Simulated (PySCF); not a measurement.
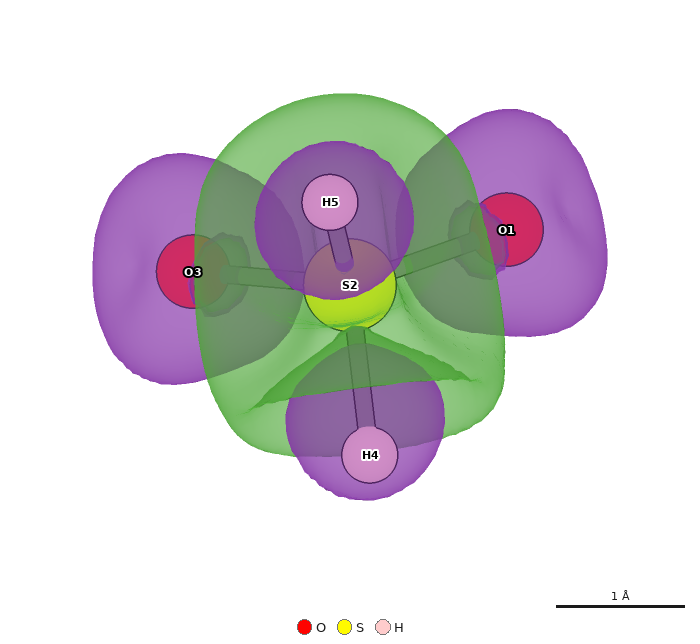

H$_{2}$O$_{2}$S, SMILES `O=[SH2]=O`. Deformation density (molecule less spherical, spin-averaged free atoms at the same positions), surfaces at ±0.04 e/Å³; purple: gain, green: loss.

Computed with PySCF, LDA (SVWN)/cc-pVDZ, geometry: GFN2-xTB. No frequency check shows the geometry to be a minimum. GFN2-xTB bond lengths at metals and heavier atoms can be off by up to 0.1 Å and shapes distorted, which carries into these values.

Input

```python
import numpy as np
from pyscf import gto, scf, dft
from pyscf.scf import atom_ks, atom_hf
from scipy.linalg import block_diag

def solve(mol, dm0=None, hcore=None):
    mf = (dft.UKS if mol.spin else dft.RKS)(mol, xc='svwn')
    mf.grids.level = 3
    mf = mf.density_fit(auxbasis='def2-universal-jkfit')
    mf.conv_tol, mf.max_cycle = 1e-8, 80
    if hcore is not None:
        mf.get_hcore = lambda *args: hcore
    mf.kernel(dm0)
    if not mf.converged:
        mf = mf.newton().run(mf.mo_coeff, mf.mo_occ, max_cycle=30)
    assert mf.converged, 'SCF not converged'
    return mf

mol = gto.M(atom='''
O      1.24237     0.42130     0.00000
S      0.00000    -0.27674     0.00000
O     -1.24238     0.42129     0.00000
H      0.00000    -1.15644    -1.08701
H      0.00000    -1.15642     1.08703
''', basis='cc-pvdz', charge=0, spin=0, verbose=4)
mf = solve(mol)
mf.analyze()
# spherically averaged free atoms, for the promolecule
atm = atom_ks.get_atm_nrks(mol, xc='svwn')
pro = block_diag(*[(atm[a[0]][2] * atm[a[0]][3]) @ atm[a[0]][2].T for a in mol._atom])
np.savez('result.npz', e=mf.e_tot, c=mf.mo_coeff, occ=mf.mo_occ, eps=mf.mo_energy, pro=pro, dip=mf.dip_moment(verbose=0), s2=mf.spin_square()[0])
```

Launched as:

```sh
OMP_NUM_THREADS=1 python input.py
```

The run took 3 s on 1 thread of Arm Neoverse V2, on a shared host, peak memory 0.17 GiB.

Partitions, critical points and surface values were worked out afterwards from this run's density.

**Describe the bonding that the map shows.**

S2–H4 and S2–H5: +0.46 e/Å³ at the bond critical point (bond length 1.40 Å, Mayer order 0.8). O1–S2 and S2–O3: +0.08 e/Å³ at the bond critical point (bond length 1.43 Å, Mayer order 1.9); up to 0.6 Å beside the axis the gain reaches +0.32 e/Å³. In all, 1.1 electrons gather in the regions of gain relative to the promolecule. A small or negative value marks a very polar bond, one between electron-rich atoms, whose free-atom densities already overlap strongly, a long bond to a heavier atom, or a closed-shell contact such as a hydrogen bond.
